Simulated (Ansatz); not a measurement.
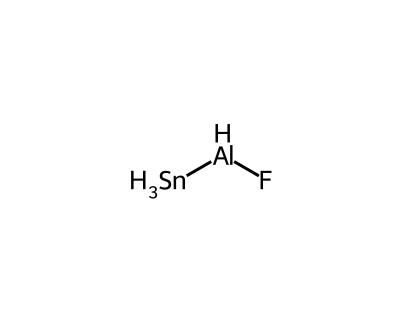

Give its SMILES.

Answer. [F][AlH][SnH3]

What is the molecular formula?

Answer. AlFH4Sn.

An optimisation with PBE0-D4/def2-TZVP gave a structure of which point group?

Answer. C1.

More results for the same structure follow; atom numbers are the same in all pictures, views and colours differ. The computed structure is the end point of a PBE0-D4/def2-TZVP optimisation. No frequency run is at hand to confirm it as a minimum.

Geometry

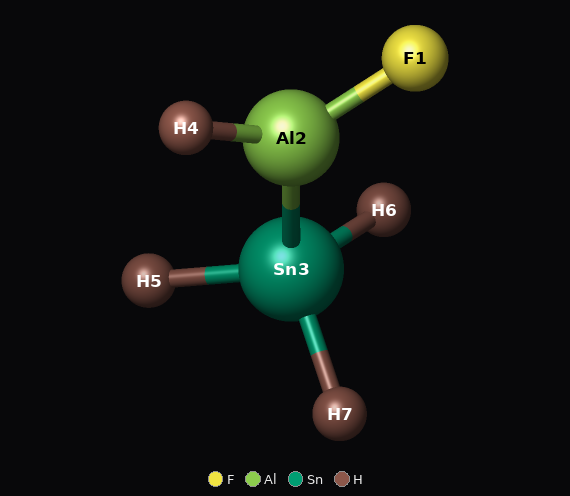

Atoms carry their numbers in the input. No frequency run is at hand to confirm it as a minimum.

List the bonds and their lengths.

| bond | length (Å) |
| --- | --- |
| F1–Al2 | 1.652 |
| Al2–Sn3 | 2.650 |
| Al2–H4 | 1.582 |
| Sn3–H5 | 1.710 |
| Sn3–H6 | 1.707 |
| Sn3–H7 | 1.711 |

Electronic properties

No frequency run is at hand to confirm it as a minimum. Method: RKS PBE0-D4/def2-TZVPP, core potentials on Sn (Ansatz 0.2.0).

Predict the main results.

- HOMO energy (Kohn–Sham orbital): −7.67 eV
- LUMO energy (Kohn–Sham orbital): −1.90 eV
- HOMO–LUMO gap: 5.77 eV
- dispersion correction: −9.5 kJ/mol

Dipole moment

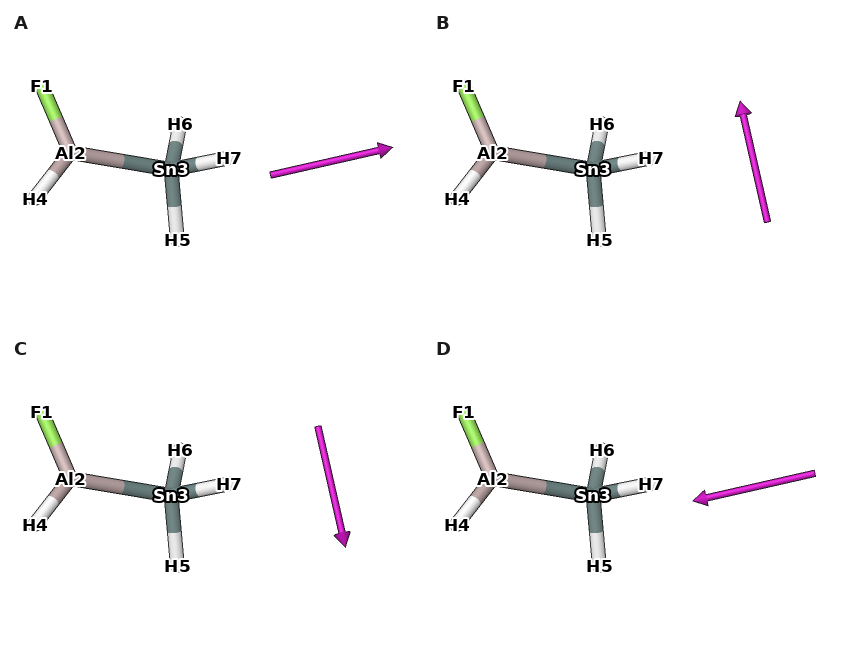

The same molecule four times, each with an arrow. No frequency run is at hand to confirm it as a minimum. Method: RKS PBE0-D4/def2-TZVP, core potentials on Sn (Ansatz 0.2.0).

Which arrow points along the dipole moment, from the negative to the positive end?

Answer. C. The dipole moment is 1.16 D; it points from the side of F1 to the side of H5 (the outermost atoms at the two ends).

Charges

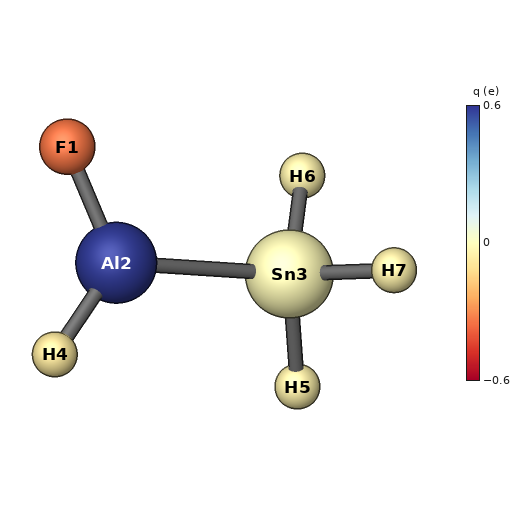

Atoms are coloured by their Mulliken charges. No frequency run is at hand to confirm it as a minimum. Method: RKS PBE0-D4/def2-TZVP, core potentials on Sn (Ansatz 0.2.0).

Which atom carries the highest charge (most positive or least negative)?

Answer. Al2 (0.58 e).

And the lowest?

Answer. F1 (−0.34 e).

Give the Mulliken charges atom by atom.

| atom | value (e) |
| --- | --- |
| F1 | −0.34 |
| Al2 | 0.58 |
| Sn3 | −0.02 |
| H4 | −0.08 |
| H5 | −0.05 |
| H6 | −0.04 |
| H7 | −0.05 |

Mulliken values depend strongly on the basis set and can even reverse the polarity of a bond.
